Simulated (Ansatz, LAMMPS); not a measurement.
# La2O3 with crystalline order left by the classical run (105 atoms) under strain, part 3 of 3

How stiff is La2O3 with crystalline order left by the classical run (105 atoms), and how do its levels respond to strain?

Ansatz 0.2.0; Kohn-Sham DFT, PBE, PAW (set soft_2), plane waves.

The cell: 42 La and 63 O. The quench rate of 50 K/ps is orders of magnitude faster than experiment. The network of bonds at the start is that of the classical potential that made the cell. The Brillouin zone is sampled at Γ only. No spin–orbit coupling is included.

So far. Step 7 (Volume -6 %): The relaxation converged after 5 steps, 0.521 eV below its start, with a largest force component of 0.032 eV/Å. Step 7 (Volume -6 %): Volume -6 %: the energy stands 2.26 eV above that of the reference, at a pressure of 6.78 GPa.

## 8. Volume +6 %

The relaxed cell is scaled to another volume.

Contents of input.yaml:

```yaml
crystal:
  lattice:
    - [12.13162, 0.27443, -0.04308]
    - [0.27443, 12.99188, -0.54879]
    - [-0.04308, -0.54879, 12.68337]
  atoms:
    [... the 105 atom lines of step 4 ...]
kpoints:
  mp_grid: { grid: [1, 1, 1] }
hamiltonian:
  xc: pbe
scf:
  occupations: { method: fixed }
output:
  forces: true
  eigenvalues: true
  stress: true
relax:
  f_tol: 0.05
  max_steps: 70
```

On the command line:

```bash
$ ansatz run input.yaml --threads 4 --pin off --max-ram 8192MiB --backend cpu --events-out ev --progress --plain --runs-dir out
```

Numbers of over 12 decimals in the logs are rounded to 6 here.

Output:

```text
[...]
Crystal: 105 atoms, lattice volume = 1994.438 Å³
Basis set: ecut = 420 eV, 38951 PW (Γ), exchange–correlation on 180×180×180 points (8 copies of the dense FFT grid, shifted against one another)
Bands: 525, of which v1, the nominal top of the filled ones, is band 420 counted from 1 (419 counted from 0)
Symmetry: 1 space group operations
[...]
k-points: 1
[...]
SCF iter   1: F=—  HF=-298444.084096 eV  |F-HF|=—  |Δ(HF+E_count)|=         —  Δρ=2.69e-3  dr2=1.58e-1  ethr=1.77e-3  ⟨swp⟩=5.0  Hψ=1955  notcnv=0  defer=103
[...]
SCF iter   5: F=—  HF=-298444.118152 eV  |F-HF|=—  |Δ(HF+E_count)|=   3.65e-4  Δρ=1.29e-4  dr2=3.17e-4  ethr=6.40e-8  ⟨swp⟩=2.0  Hψ=900  notcnv=0  defer=103
SCF iter   6: F=-298444.118149 eV  HF=-298444.118134 eV  |F-HF|=1.58e-5  |Δ(HF+E_count)|=   1.85e-5  Δρ=3.73e-5  dr2=3.08e-5  ethr=7.44e-9  ⟨swp⟩=18.0  Hψ=3651  notcnv=0
SCF 1 converged in 6 iterations: F = -298444.118149 eV  dr2 = 3.08e-5
[...]
relax step   1: F+E_penalty+E_count = -298444.11814933 eV  Δ(F+E_penalty+E_count) = +0.000e0 eV  max|allowed force component| = 3.484e-1 eV/Å  Δτ_max = 0.0000 Å  (6 SCF iters, dr2 threshold 6.25e-5 eV, accepted)
[...]
relax step   2: F+E_penalty+E_count = -298443.43088523 eV  Δ(F+E_penalty+E_count) = +6.873e-1 eV  max|allowed force component| = 9.599e-1 eV/Å  Δτ_max = 0.1942 Å  (9 SCF iters, dr2 threshold 7.59e-6 eV, rejected (line search))
[...]
relax step   3: F+E_penalty+E_count = -298444.45829327 eV  Δ(F+E_penalty+E_count) = -3.401e-1 eV  max|allowed force component| = 2.044e-1 eV/Å  Δτ_max = 0.0833 Å  (10 SCF iters, accepted)
relax step   4: F+E_penalty+E_count = -298444.61152992 eV  Δ(F+E_penalty+E_count) = -1.532e-1 eV  max|allowed force component| = 9.648e-2 eV/Å  Δτ_max = 0.1000 Å  (8 SCF iters, dr2 threshold 2.61e-6 eV, accepted)
relax step   5: F+E_penalty+E_count = -298444.66150903 eV  Δ(F+E_penalty+E_count) = -4.998e-2 eV  max|allowed force component| = 8.125e-2 eV/Å  Δτ_max = 0.1500 Å  (10 SCF iters, accepted)
relax step   6: F+E_penalty+E_count = -298444.67185707 eV  Δ(F+E_penalty+E_count) = -1.035e-2 eV  max|allowed force component| = 5.666e-2 eV/Å  Δτ_max = 0.2000 Å  (10 SCF iters, accepted)
[...]
relax step   7: F+E_penalty+E_count = -298444.67602175 eV  Δ(F+E_penalty+E_count) = -4.165e-3 eV  max|allowed force component| = 2.228e-2 eV/Å  Δτ_max = 0.0335 Å  (8 SCF iters, accepted)
SCF converged after 8 iterations
Free energy (F): -298444.676022 eV
[...]
Internal energy: -298444.676022 eV  (E = F + TS)
E sigma→0 (E₀):  -298444.676022 eV
Fermi energy:    8.038904 eV
[...]
Σ components = -298444.676022   (vs F -298444.676022, Δ=0.00e0)
--- Forces (eV/Å), atoms counted from 1 ---
  atom   1  La    -0.00084617     0.01145815     0.01122877
  atom   2  La    -0.01541440    -0.01651622     0.01106536
  atom   3  La     0.00216357    -0.00055258    -0.00864776
  atom   4  La    -0.00049709    -0.00282235     0.01475529
[...]
atom 105  O     -0.00202598     0.00087042    -0.00307897
  max |Σ_I F_I| component: 9.35e-5 eV/Å
--- Stress (GPa, compression-positive) ---
       -4.751580       0.149482      -0.241983
        0.149482      -4.461803      -0.116828
       -0.241983      -0.116828      -4.032541
  P = ⅓ Tr σ = -4.4153 GPa (-44.153 kbar)
--- Band table (eV) ---
[...]
--- Relaxed structure (7 steps of the walk, 6 accepted, 0 SCFs on fresh bases) ---
  F+E_penalty+E_count = -298444.67602175 eV   max|allowed force component| = 2.228e-2 eV/Å
  atoms:
    - { symbol: La, position: [0.537684, 0.575169, 0.719880] }
    - { symbol: La, position: [0.844692, 0.242183, 0.622520] }
    - { symbol: La, position: [0.079050, 0.719390, 0.984338] }
    - { symbol: La, position: [0.578927, 0.843060, 0.591989] }
[...]
- { symbol: O, position: [0.210682, 0.770985, 0.615165] }
```

Elapsed: 3.1 min, on 4 threads of AMD EPYC 9R14 (Zen 4), shared host; peak memory 3.4 GiB.

The relaxation converged after 7 steps, 0.558 eV below its start, with a largest force component of 0.022 eV/Å.

Volume +6 %: the energy stands 1.70 eV above that of the reference, at a pressure of -4.42 GPa.

## 9. Volume -10 %

The relaxed cell is scaled to another volume.

Input and log are left out; they have the form of those shown for this kind of step.

The job ended after 6.1 min (4 threads of AMD EPYC 9R14 (Zen 4), shared host; peak memory 3 GiB).

The relaxation converged after 17 steps, 2.15 eV below its start, with a largest force component of 0.036 eV/Å.

Volume -10 %: the energy stands 6.19 eV above that of the reference, at a pressure of 10.9 GPa.

## 10. Stretched by 1 % along x

The relaxed cell is strained along x alone, which gives the stiffness along x and its coupling to y and z.

input.yaml, the sections that differ from step 8:

```yaml
crystal:
  lattice:
    - [12.01724, 0.26915, -0.04225]
    - [0.27184, 12.74197, -0.53823]
    - [-0.04267, -0.53823, 12.4394]
  atoms:
    [... the 105 atom lines of step 4 ...]
# kpoints, hamiltonian, scf, output, relax: as in step 8
```

Output:

```text
[...]
Crystal: 105 atoms, lattice volume = 1900.360 Å³
Basis set: ecut = 420 eV, 37127 PW (Γ), exchange–correlation on 162×180×180 points (8 copies of the dense FFT grid, shifted against one another)
Bands: 525, of which v1, the nominal top of the filled ones, is band 420 counted from 1 (419 counted from 0)
Symmetry: 1 space group operations
[...]
k-points: 1
[...]
SCF iter   1: F=—  HF=-298446.225348 eV  |F-HF|=—  |Δ(HF+E_count)|=         —  Δρ=2.71e-3  dr2=1.50e-1  ethr=1.77e-3  ⟨swp⟩=5.0  Hψ=1956  notcnv=0  defer=102
[...]
SCF iter   6: F=-298446.257121 eV  HF=-298446.257113 eV  |F-HF|=7.86e-6  |Δ(HF+E_count)|=   1.27e-5  Δρ=3.83e-5  dr2=2.93e-5  ethr=7.44e-9  ⟨swp⟩=20.0  Hψ=3620  notcnv=0
SCF 1 converged in 6 iterations: F = -298446.257121 eV  dr2 = 2.93e-5
[...]
relax step   1: F+E_penalty+E_count = -298446.25712070 eV  Δ(F+E_penalty+E_count) = +0.000e0 eV  max|allowed force component| = 1.019e-1 eV/Å  Δτ_max = 0.0000 Å  (6 SCF iters, dr2 threshold 6.25e-5 eV, accepted)
[...]
relax step   2: F+E_penalty+E_count = -298446.20531029 eV  Δ(F+E_penalty+E_count) = +5.181e-2 eV  max|allowed force component| = 2.399e-1 eV/Å  Δτ_max = 0.0449 Å  (10 SCF iters, rejected (line search))
[...]
relax step   3: F+E_penalty+E_count = -298446.27314849 eV  Δ(F+E_penalty+E_count) = -1.603e-2 eV  max|allowed force component| = 3.213e-2 eV/Å  Δτ_max = 0.0174 Å  (9 SCF iters, accepted)
SCF converged after 9 iterations
Free energy (F): -298446.273148 eV
[...]
Internal energy: -298446.273148 eV  (E = F + TS)
E sigma→0 (E₀):  -298446.273148 eV
Fermi energy:    8.736914 eV
[...]
--- Forces (eV/Å), atoms counted from 1 ---
  atom   1  La    -0.00015547    -0.03020700     0.01967657
  atom   2  La    -0.00802292     0.00229628     0.00091786
  atom   3  La     0.01936387     0.00320575    -0.00618119
  atom   4  La     0.01321002    -0.00572440     0.00448970
  atom   5  La    -0.00112465     0.00145282    -0.00138182
  atom   6  La    -0.01226348    -0.00106875    -0.00019462
  atom   7  La     0.01742449     0.00638922    -0.00413058
  atom   8  La     0.01370076     0.00406586    -0.01218935
  atom   9  La     0.01162432    -0.00685431     0.01870709
  atom  10  La    -0.00249583     0.01103612    -0.00355103
  atom  11  La     0.01353968     0.00227291    -0.01171531
  atom  12  La     0.02063111     0.02969673     0.00529901
  atom  13  La    -0.02125692    -0.00190213     0.00364352
  atom  14  La    -0.00375915    -0.00560511     0.01137182
[...]
atom 104  O     -0.00195001    -0.00832972     0.02177013
  atom 105  O     -0.00076583    -0.00809329     0.00903836
  max |Σ_I F_I| component: 4.57e-5 eV/Å
--- Stress (GPa, compression-positive) ---
       -1.741080       0.015615      -0.015327
        0.015615      -0.740507      -0.030965
       -0.015327      -0.030965      -0.749301
  P = ⅓ Tr σ = -1.0770 GPa (-10.770 kbar)
--- Band table (eV) ---
[...]
--- Relaxed structure (3 steps of the walk, 2 accepted, 0 SCFs on fresh bases) ---
  F+E_penalty+E_count = -298446.27314849 eV   max|allowed force component| = 3.213e-2 eV/Å
  atoms:
    - { symbol: La, position: [0.542233, 0.574917, 0.714572] }
    - { symbol: La, position: [0.849080, 0.232077, 0.628607] }
    - { symbol: La, position: [0.074470, 0.722602, 0.982337] }
    - { symbol: La, position: [0.578820, 0.836036, 0.585711] }
[...]
- { symbol: O, position: [0.211098, 0.770495, 0.608535] }
```

Run time: 75 s. Hardware: 4 threads; peak memory 3.3 GiB; 4.8 min of CPU time.

The relaxation converged after 3 steps, 0.0160 eV below its start, with a largest force component of 0.032 eV/Å.

Stretched by 1 % along x: the energy stands 0.105 eV above that of the reference, at a pressure of -1.08 GPa.

## 11. Compressed by 1 % along x

The relaxed cell is strained along x alone, which gives the stiffness along x and its coupling to y and z.

input.yaml, the sections that differ from step 10:

```yaml
crystal:
  lattice:
    - [11.77928, 0.26915, -0.04225]
    - [0.26646, 12.74197, -0.53823]
    - [-0.04183, -0.53823, 12.4394]
  atoms:
    [... the 105 atom lines of step 4 ...]
# kpoints, hamiltonian, scf, output, relax: as in step 10
```

Output:

```text
[...]
Crystal: 105 atoms, lattice volume = 1862.730 Å³
Basis set: ecut = 420 eV, 36437 PW (Γ), exchange–correlation on 160×180×180 points (8 copies of the dense FFT grid, shifted against one another)
Bands: 525, of which v1, the nominal top of the filled ones, is band 420 counted from 1 (419 counted from 0)
Symmetry: 1 space group operations
[...]
k-points: 1
[...]
SCF iter   1: F=—  HF=-298446.232433 eV  |F-HF|=—  |Δ(HF+E_count)|=         —  Δρ=2.75e-3  dr2=1.53e-1  ethr=1.77e-3  ⟨swp⟩=5.0  Hψ=1962  notcnv=0  defer=100
[...]
SCF iter   5: F=—  HF=-298446.260776 eV  |F-HF|=—  |Δ(HF+E_count)|=   3.52e-4  Δρ=1.23e-4  dr2=2.62e-4  ethr=6.18e-8  ⟨swp⟩=2.0  Hψ=947  notcnv=0  defer=103
SCF iter   6: F=-298446.260770 eV  HF=-298446.260763 eV  |F-HF|=6.91e-6  |Δ(HF+E_count)|=   1.33e-5  Δρ=3.98e-5  dr2=3.09e-5  ethr=7.44e-9  ⟨swp⟩=19.0  Hψ=3565  notcnv=0
SCF 1 converged in 6 iterations: F = -298446.260770 eV  dr2 = 3.09e-5
[...]
relax step   1: F+E_penalty+E_count = -298446.26076958 eV  Δ(F+E_penalty+E_count) = +0.000e0 eV  max|allowed force component| = 1.076e-1 eV/Å  Δτ_max = 0.0000 Å  (6 SCF iters, dr2 threshold 6.25e-5 eV, accepted)
[...]
relax step   2: F+E_penalty+E_count = -298446.21973539 eV  Δ(F+E_penalty+E_count) = +4.103e-2 eV  max|allowed force component| = 2.250e-1 eV/Å  Δτ_max = 0.0453 Å  (10 SCF iters, rejected (line search))
[...]
relax step   3: F+E_penalty+E_count = -298446.27793408 eV  Δ(F+E_penalty+E_count) = -1.716e-2 eV  max|allowed force component| = 3.119e-2 eV/Å  Δτ_max = 0.0191 Å  (9 SCF iters, accepted)
SCF converged after 9 iterations
Free energy (F): -298446.277934 eV
[...]
Internal energy: -298446.277934 eV  (E = F + TS)
E sigma→0 (E₀):  -298446.277934 eV
Fermi energy:    8.999039 eV
[...]
Σ components = -298446.277934   (vs F -298446.277934, Δ=0.00e0)
--- Forces (eV/Å), atoms counted from 1 ---
  atom   1  La    -0.00368845     0.02956870    -0.01582074
  atom   2  La     0.00915210    -0.00360633    -0.00233627
  atom   3  La    -0.01844900    -0.00247313     0.00620008
  atom   4  La    -0.01565022     0.00605133    -0.00364257
[...]
atom 105  O     -0.00357812     0.00848230    -0.01089557
  max |Σ_I F_I| component: 6.05e-5 eV/Å
--- Stress (GPa, compression-positive) ---
        1.770206      -0.017037       0.016197
       -0.017037       0.793647       0.032682
        0.016197       0.032682       0.799150
  P = ⅓ Tr σ = 1.1210 GPa (11.210 kbar)
--- Band table (eV) ---
[...]
--- Relaxed structure (3 steps of the walk, 2 accepted, 0 SCFs on fresh bases) ---
  F+E_penalty+E_count = -298446.27793408 eV   max|allowed force component| = 3.119e-2 eV/Å
  atoms:
    - { symbol: La, position: [0.543527, 0.574324, 0.713421] }
    - { symbol: La, position: [0.850744, 0.232020, 0.628741] }
    - { symbol: La, position: [0.073708, 0.722656, 0.982279] }
    - { symbol: La, position: [0.578064, 0.836073, 0.584329] }
[...]
- { symbol: O, position: [0.212630, 0.770426, 0.608321] }
```

The job ended after 72 s (4 threads; peak memory 3.2 GiB; 4.5 min of CPU time).

The relaxation converged after 3 steps, 0.0172 eV below its start, with a largest force component of 0.031 eV/Å.

Compressed by 1 % along x: the energy stands 0.0998 eV above that of the reference, at a pressure of 1.12 GPa.

## 12. Sheared by 2 % in xy

A shear of the relaxed cell gives the modulus that volume changes can't reach.

input.yaml, the sections that differ from step 11:

```yaml
crystal:
  lattice:
    - [11.90095, 0.38813, -0.04225]
    - [0.39657, 12.74466, -0.53823]
    - [-0.04763, -0.53865, 12.4394]
  atoms:
    [... the 105 atom lines of step 4 ...]
# kpoints, hamiltonian, scf, output, relax: as in step 11
```

Output:

```text
[...]
Crystal: 105 atoms, lattice volume = 1881.356 Å³
Basis set: ecut = 420 eV, 36711 PW (Γ), exchange–correlation on 160×180×180 points (8 copies of the dense FFT grid, shifted against one another)
Bands: 525, of which v1, the nominal top of the filled ones, is band 420 counted from 1 (419 counted from 0)
Symmetry: 1 space group operations
[...]
k-points: 1
[...]
SCF iter   1: F=—  HF=-298446.203100 eV  |F-HF|=—  |Δ(HF+E_count)|=         —  Δρ=2.73e-3  dr2=1.51e-1  ethr=1.77e-3  ⟨swp⟩=5.0  Hψ=1956  notcnv=0  defer=102
[...]
SCF iter   5: F=—  HF=-298446.232659 eV  |F-HF|=—  |Δ(HF+E_count)|=   3.28e-4  Δρ=1.32e-4  dr2=3.05e-4  ethr=6.13e-8  ⟨swp⟩=2.0  Hψ=947  notcnv=0  defer=103
SCF iter   6: F=-298446.232646 eV  HF=-298446.232636 eV  |F-HF|=9.92e-6  |Δ(HF+E_count)|=   2.38e-5  Δρ=3.81e-5  dr2=2.83e-5  ethr=7.44e-9  ⟨swp⟩=19.0  Hψ=3590  notcnv=0
SCF 1 converged in 6 iterations: F = -298446.232646 eV  dr2 = 2.83e-5
[...]
relax step   1: F+E_penalty+E_count = -298446.23264553 eV  Δ(F+E_penalty+E_count) = +0.000e0 eV  max|allowed force component| = 2.057e-1 eV/Å  Δτ_max = 0.0000 Å  (6 SCF iters, dr2 threshold 6.25e-5 eV, accepted)
[...]
relax step   2: F+E_penalty+E_count = -298446.12432734 eV  Δ(F+E_penalty+E_count) = +1.083e-1 eV  max|allowed force component| = 4.289e-1 eV/Å  Δτ_max = 0.0683 Å  (8 SCF iters, dr2 threshold 2.65e-6 eV, rejected (line search))
[...]
relax step   3: F+E_penalty+E_count = -298446.28126156 eV  Δ(F+E_penalty+E_count) = -4.862e-2 eV  max|allowed force component| = 6.603e-2 eV/Å  Δτ_max = 0.0313 Å  (10 SCF iters, accepted)
relax step   4: F+E_penalty+E_count = -298446.28982326 eV  Δ(F+E_penalty+E_count) = -8.562e-3 eV  max|allowed force component| = 9.929e-2 eV/Å  Δτ_max = 0.1000 Å  (10 SCF iters, accepted)
relax step   5: F+E_penalty+E_count = -298446.29514992 eV  Δ(F+E_penalty+E_count) = -5.327e-3 eV  max|allowed force component| = 5.480e-2 eV/Å  Δτ_max = 0.1500 Å  (10 SCF iters, accepted)
[...]
relax step   6: F+E_penalty+E_count = -298446.29937288 eV  Δ(F+E_penalty+E_count) = -4.223e-3 eV  max|allowed force component| = 3.180e-2 eV/Å  Δτ_max = 0.0569 Å  (9 SCF iters, accepted)
SCF converged after 9 iterations
Free energy (F): -298446.299373 eV
[...]
Internal energy: -298446.299373 eV  (E = F + TS)
E sigma→0 (E₀):  -298446.299373 eV
Fermi energy:    8.859563 eV
[...]
Σ components = -298446.299373   (vs F -298446.299373, Δ=0.00e0)
--- Forces (eV/Å), atoms counted from 1 ---
  atom   1  La    -0.00281478     0.00248626     0.01145496
  atom   2  La     0.00030400     0.00649537    -0.01994599
  atom   3  La    -0.00659252    -0.00833656     0.00671178
  atom   4  La    -0.00513400     0.00143230    -0.00538860
[...]
atom 105  O      0.00084858     0.00386552    -0.00126094
  max |Σ_I F_I| component: 2.48e-5 eV/Å
--- Stress (GPa, compression-positive) ---
        0.115814      -0.564168      -0.130567
       -0.564168      -0.095306       0.086889
       -0.130567       0.086889       0.154679
  P = ⅓ Tr σ = 0.0584 GPa (0.584 kbar)
--- Band table (eV) ---
[...]
--- Relaxed structure (6 steps of the walk, 5 accepted, 0 SCFs on fresh bases) ---
  F+E_penalty+E_count = -298446.29937288 eV   max|allowed force component| = 3.180e-2 eV/Å
  atoms:
    - { symbol: La, position: [0.543058, 0.571970, 0.714405] }
    - { symbol: La, position: [0.848185, 0.232494, 0.628396] }
    - { symbol: La, position: [0.074741, 0.720198, 0.982417] }
    - { symbol: La, position: [0.577670, 0.834521, 0.583741] }
[...]
- { symbol: O, position: [0.212039, 0.769943, 0.612367] }
```

Wall time 2.5 min (4 threads); peak memory 3.2 GiB.

The relaxation converged after 6 steps, 0.0667 eV below its start, with a largest force component of 0.032 eV/Å.

Sheared by 2 % in xy: the energy stands 0.0783 eV above that of the reference, at a pressure of 0.0584 GPa.

## 13. Pressure against volume

Atoms are relaxed at each volume, in the scaled cell.

```csv
volume change (%),volume (Å³/atom),energy change (meV/atom),pressure (GPa),largest move on relaxing (Å),bonds,gap (eV)
-10,16.128,58.94,10.90,1.25,280,3.01
-6,16.844,21.55,6.78,0.20,272,2.93
-3,17.382,5.08,3.12,0.08,270,2.96
+0,17.919,0.00,0.00,-,267,2.98
+3,18.457,4.44,-2.51,0.15,267,3.04
+6,18.995,16.21,-4.42,0.31,262,3.14
```

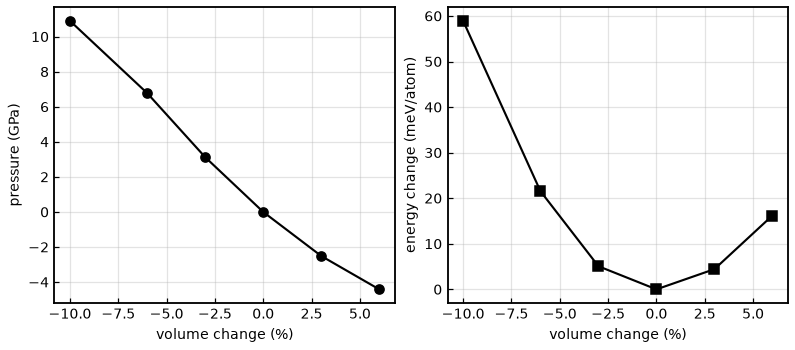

Pressure and energy against volume.

## 14. Uniaxial strain and shear

Stress (GPa, compression positive) less that of the relaxed cell, atoms relaxed:

```
                   strain      xx      yy      zz      xy  energy change (meV/atom)
 stretched by 1 % along x  -1.742  -0.738  -0.751   0.015                      1.00
compressed by 1 % along x   1.770   0.796   0.797  -0.018                      0.95
     sheared by 2 % in xy   0.115  -0.092   0.153  -0.565                      0.75
```

## 15. What came out

The bulk modulus, from the slope of pressure against ln V over the three points nearest the relaxed volume, is 93.9 GPa; between neighbouring points the slope runs 95, 116, 103, 85 and 66 GPa from the smallest volume up, without a steady fall, so no pressure derivative is given. The count of bonds runs from 262 to 280 over the series, so at some points contacts cross the cutoffs. At -10 % some atom moved by over 0.5 Å on relaxing, so that point may sit in another local minimum. The gap goes from 3.01 eV at the smallest volume to 3.14 eV at the largest, not monotonically (lowest 2.93, highest 3.14 eV), on the run's k-points. In the Cartesian axes of the cell, finite differences give C11 = 176, C12 = 76.7, C13 = 77.4 and C66 = 28.2 GPa (the shear of 2 % is the engineering strain, εxy = 0.01). The mean of C11, C12 and C13, which equals the bulk modulus in a cubic or isotropic solid, is 110 GPa: it lies 17 % over the bulk modulus from the volumes. For an isotropic solid C66 would equal (C11 − C12)/2 = 49.4 GPa; so small a sample needn't be isotropic, and C66 rests on one shear. The two differ too much for isotropic moduli to be formed.

Caveats: Strains are finite and relaxations stop at the force tolerance of the input, which can leave moduli too stiff; they are those of a static cell at zero temperature. Volumes are changed with the cell's shape held, so in an anisotropic solid the modulus lies over the one under free hydrostatic load. The program notes that the SCF threshold of the relaxations is loose for the stress.

The DFT runs together took 27 min of wall time.

[Logs are printed without paths, hosts, clocks, repeated set-up lines and the standing remarks that a program may print on its own settings, such as how far it seeks lower states.]

[Hosts, paths, dates, database ids (printed as entryN), source tags and the programs' standing remarks are cut or masked in the printed files.]
